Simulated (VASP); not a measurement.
Band structure of HgS (space group P3_221). Method: PBE GGA, VASP's PBE PAW potentials (set 64) (plane waves; VASP).

The path is coarsely sampled, so an indirect gap can come out somewhat too large. Unless said otherwise, spin-orbit coupling is left out, though it shifts the bands of the heavy elements here.

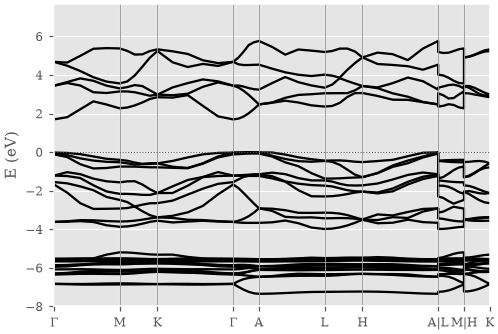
Figure: Bands along high-symmetry lines, zero at the valence-band maximum or, without a gap, the Fermi level

Problem. Read the plot: is there a gap, and where are the band edges?

Solution. The gap is indirect, 1.70 eV, from the valence maximum at Γ-A at 0.60 to the conduction minimum at Γ.

The structure comes from a computed database's HgS entry, a phase known from measurement. The cell was not relaxed at this level.
